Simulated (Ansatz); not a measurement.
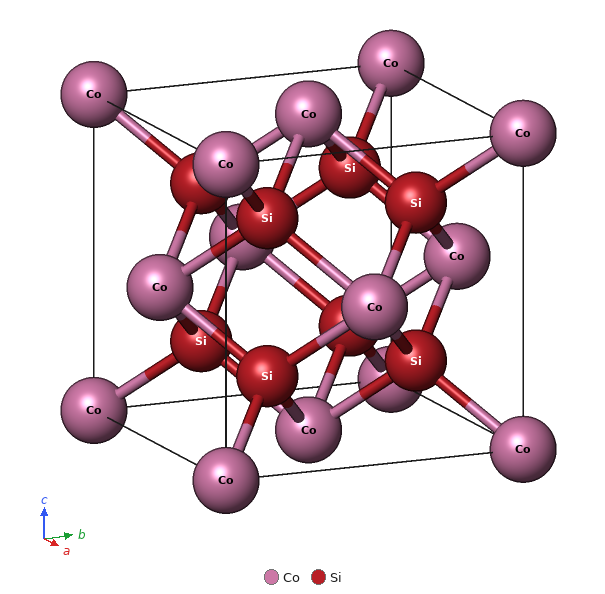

We look at a ball-and-stick model of the crystal slightly off an axis. One conventional unit cell is framed, with atoms on its boundary repeated.

Formula: CoSi2. It belongs to space group Fm-3m (No. 225) and has a face-centred cubic lattice. This arrangement goes by the name fluorite (CaF₂ type). Atoms per cell: 12 (4 Co, 8 Si). Co bonds to eight Si in a cubic arrangement. Si bonds to four Co in a tetrahedral arrangement. The bonds build a three-dimensional framework.

Provenance: a structure listed in the Materials Project. Atoms and cell were optimised with DFT PBE+D3(BJ), scalar-relativistic, plane waves, PAW (Ansatz 0.2.0).
